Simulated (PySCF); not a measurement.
**F5Sb, SMILES `F[Sb](F)(F)(F)F`: what the electrons do**

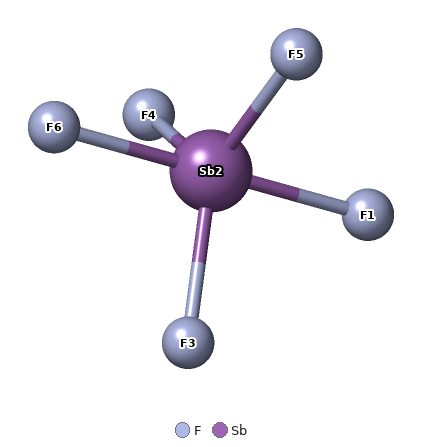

The molecule, with its atoms numbered as below. No frequency check shows the geometry to be a minimum.

Coordinates in Å:

```
F1       1.8936   -0.0027   -0.0005
Sb2     -0.0000   -0.0009   -0.0006
F3      -0.0025   -1.8415   -0.4885
F4       0.0027    1.3502   -1.3436
F5      -0.0002    0.4976    1.8378
F6      -1.8936    0.0016   -0.0020
```

## 1. Bonding charge

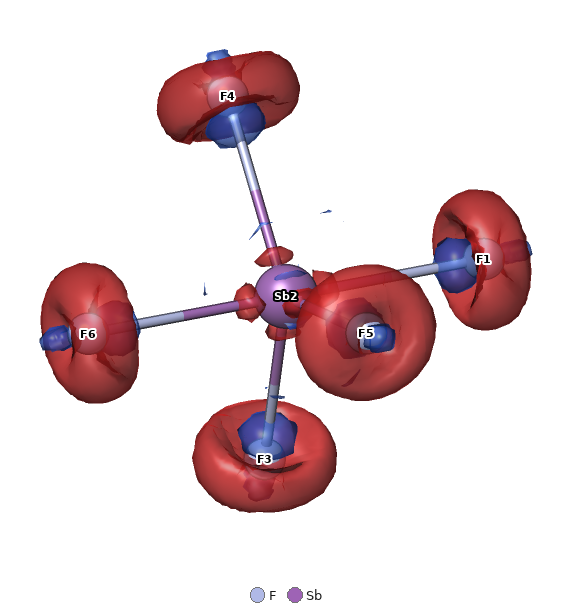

Deformation density (molecule less spherical, spin-averaged free atoms at the same positions), surfaces at ±0.15 e/Å³; red: gain, blue: loss.

PySCF calculation, B3LYP/def2-SVPD, gas phase; geometry: GFN2-xTB. Core potentials replace the inner electrons of Sb; spin–orbit coupling isn't included.

Q: Describe the bonding that the map shows.

A: Sb2–F5 and Sb2–F4: −0.04 e/Å³ at the bond critical point (bond length 1.91 Å); up to 0.6 Å beside the axis the gain reaches +0.09 e/Å³. Sb2–F3: −0.05 e/Å³ at the bond critical point (bond length 1.90 Å); up to 0.6 Å beside the axis the gain reaches +0.09 e/Å³. Sb2–F6 and F1–Sb2: −0.05 e/Å³ at the bond critical point (bond length 1.89 Å); up to 0.6 Å beside the axis the gain reaches +0.09 e/Å³. In all, 1.6 electrons gather in the regions of gain relative to the promolecule. A small or negative value marks a very polar bond, one between electron-rich atoms, whose free-atom densities already overlap strongly, a long bond to a heavier atom, or a closed-shell contact such as a hydrogen bond.

Q: Where do the Hirshfeld charges lie?

A: The highest Hirshfeld charge is on Sb2 (+1.02 e), the lowest on F1 and F6 (−0.21 e).

```
atom  charge (e)
  F1       −0.21
 Sb2       +1.02
  F3       −0.20
  F4       −0.20
  F5       −0.20
  F6       −0.21
```

## 2. Bond critical points

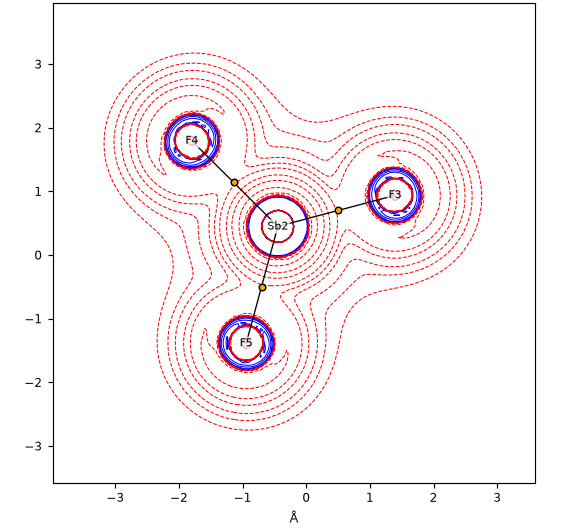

Negative Laplacian of the density (−∇²ρ) in the plane of Sb2, F3, F4 and F5 (solid blue lines positive, dashed red lines negative, contours at ±0.02 to ±8 a.u.), with bond paths and bond critical points (dots).

Q: At which bond critical points in this plane is charge locally concentrated, and at which depleted?

A: At none is it concentrated. Depleted (∇²ρ > 0): Sb2–F3 (+0.67 a.u., H = −0.012); Sb2–F5 and Sb2–F4 (+0.67 a.u., H = −0.012).

## 3. Local ionisation energy

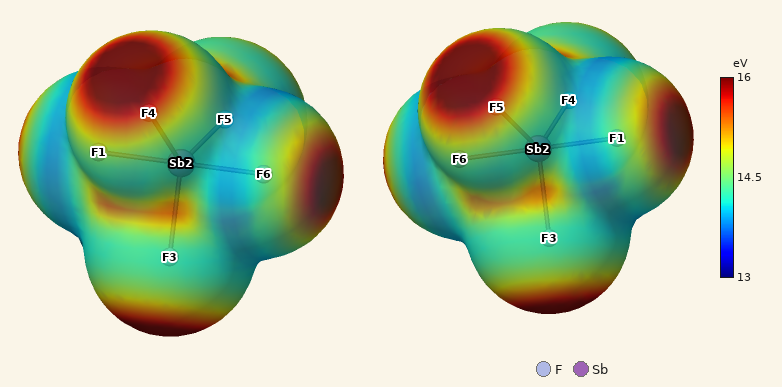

Average local ionisation energy on the surface of electron density 0.001 a.u. (back view left, front view right).

Q: Where are the most loosely bound electrons on this surface?

A: The lowest value is 13.9 eV, 1.7 Å from F6, and at like points elsewhere. For comparison, the highest occupied orbital lies at −12.3 eV.

Q: What volume does the surface enclose, and what is the dipole moment?

A: About 95 Å³; the dipole moment is 0.0 D.

## 4. In an electric field

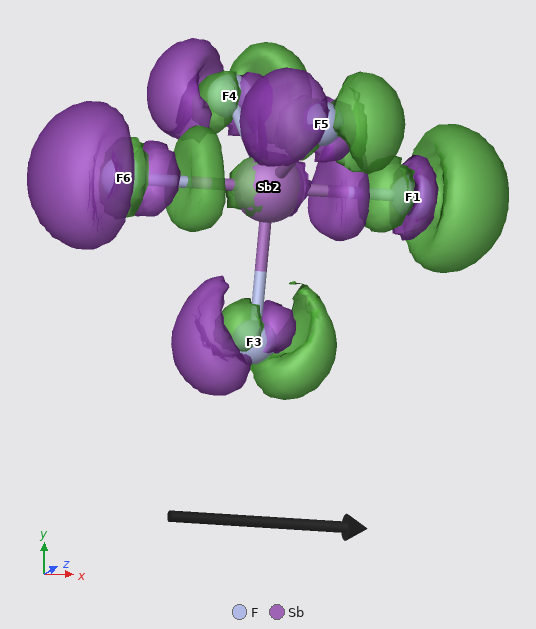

Change of the electron density in a uniform field of 0.21 V/Å along +x (arrow), surfaces at ±0.0015 e/Å³ (purple: gain, green: loss).

Method: B3LYP/def2-SVPD; geometry: GFN2-xTB; program: PySCF. Core potentials replace the inner electrons of Sb; spin–orbit coupling isn't included.

Q: What dipole is induced, and what polarisability does it imply?

A: The induced dipole is 0.42 D (along the field); α along this axis, from the fields in both directions, is 41 bohr³ (6.1 Å³).

Q: Which atoms gain and lose the most charge?

A: Electrons gather most on F6 (Hirshfeld charge changes by −0.013 e) and leave F1 most (+0.013 e); 0.040 electrons are displaced in all.

The PySCF runs shown took 11 s and 31 s on 1 thread of Intel(R) Xeon(R) Platinum 8488C (Sapphire Rapids), on a shared host.
